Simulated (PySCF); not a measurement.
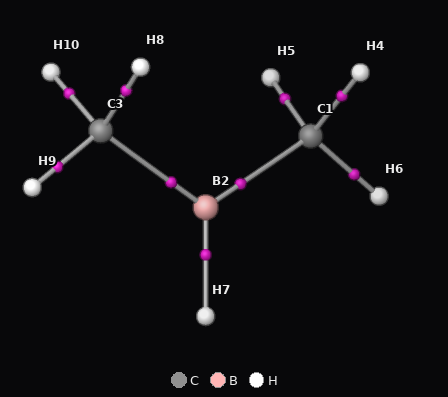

Figure. C$_{2}$H$_{7}$B, SMILES `CBC`. Molecular graph of the electron density (QTAIM): bond paths, bond critical points (magenta), ring points (cyan, if any); weak paths are dashed.

Level of theory: PBE0/def2-TZVP (PySCF), at a geometry from GFN2-xTB. No frequency check shows the geometry to be a minimum.

Input

```python
import numpy as np
from pyscf import gto, scf, dft
from pyscf.scf import atom_ks, atom_hf
from scipy.linalg import block_diag

def solve(mol, dm0=None, hcore=None):
    mf = (dft.UKS if mol.spin else dft.RKS)(mol, xc='pbe0')
    mf.grids.level = 3
    mf = mf.density_fit(auxbasis='def2-universal-jkfit')
    mf.conv_tol, mf.max_cycle = 1e-8, 80
    if hcore is not None:
        mf.get_hcore = lambda *args: hcore
    mf.kernel(dm0)
    if not mf.converged:
        mf = mf.newton().run(mf.mo_coeff, mf.mo_occ, max_cycle=30)
    assert mf.converged, 'SCF not converged'
    return mf

mol = gto.M(atom='''
C     -1.35868     0.19080    -0.00004
B      0.00002    -0.60531    -0.00040
C      1.35869     0.19078     0.00016
H     -1.42245     0.84795    -0.86695
H     -1.42256     0.84793     0.86689
H     -2.24540    -0.43780     0.00050
H     -0.00023    -1.77889     0.00088
H      1.42262     0.84790    -0.86673
H      2.24540    -0.43785    -0.00041
H      1.42247     0.84787     0.86711
''', basis='def2-tzvp', charge=0, spin=0, verbose=4)
mf = solve(mol)
mf.analyze()
# spherically averaged free atoms, for the promolecule
atm = atom_ks.get_atm_nrks(mol, xc='pbe0')
pro = block_diag(*[(atm[a[0]][2] * atm[a[0]][3]) @ atm[a[0]][2].T for a in mol._atom])
np.savez('result.npz', e=mf.e_tot, c=mf.mo_coeff, occ=mf.mo_occ, eps=mf.mo_energy, pro=pro, dip=mf.dip_moment(verbose=0), s2=mf.spin_square()[0])
```

Launched as:

```sh
OMP_NUM_THREADS=1 python input.py
```

The run took 15 s on 1 thread of Arm Neoverse N1 (shared host), peak memory 0.49 GiB.

Partitions, critical points and surface values were worked out afterwards from this run's density.

**How many critical points of each kind are there, and does the count close?**

10 nuclei, 9 bond, 0 ring and 0 cage critical points: 10 − 9 + 0 − 0 = 1, as the Poincaré–Hopf relation requires.

**What does the calculation give at each kind of bond critical point?**

```
           bond  length (Å)  ρ (a.u.)  ∇²ρ (a.u.)     ε  H (a.u.)
C1–H6 (2 alike)       1.087     0.277       −0.93  0.01    −0.279
C3–H8 (4 alike)       1.090     0.270       −0.89  0.02    −0.270
          B2–H7       1.174     0.191       −0.34  0.27    −0.221
B2–C3 (2 alike)       1.575     0.186       −0.29  0.26    −0.205
```

**What kind of interaction is C1–H6?**

Shared-shell (covalent): ρ = 0.277, ∇²ρ = −0.93, H = −0.279 a.u.
